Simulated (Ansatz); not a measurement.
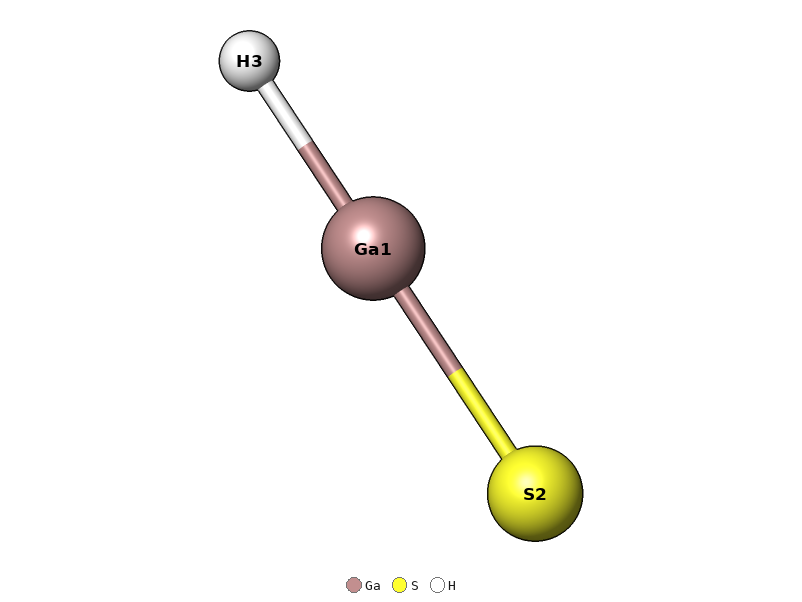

Harmonic vibrations computed with RKS PBE0-D4/def2-TZVP (Ansatz 0.2.0) at a stationary point of the same level.

> How many imaginary frequencies does it have?

A minimum: no imaginary frequency, and the lowest mode lies at 472 cm⁻¹.

> How many vibrational modes are there, and where do they lie?

4 modes: 472, 472, 577, 2085 cm⁻¹.
